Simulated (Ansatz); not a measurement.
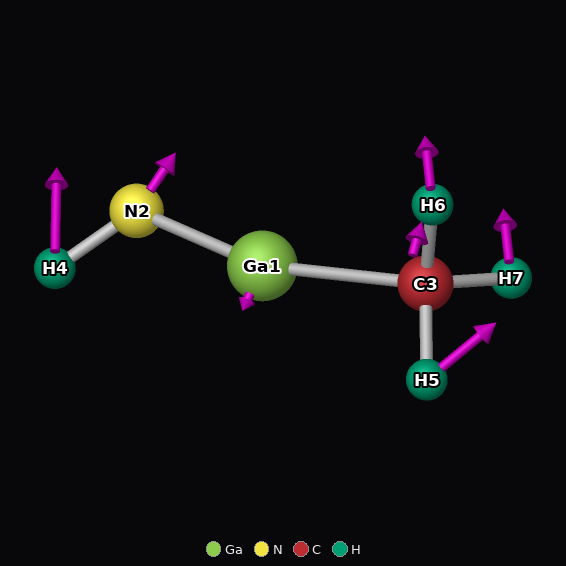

The arrows show one normal mode. Harmonic vibrations computed with RKS PBE0-D4/def2-TZVP (Ansatz 0.2.0) at a stationary point of the same level. It is a saddle point of order 1.

**Estimate its harmonic wavenumber.**

159 cm⁻¹; it is mode 2 of 15 counted from the lowest.
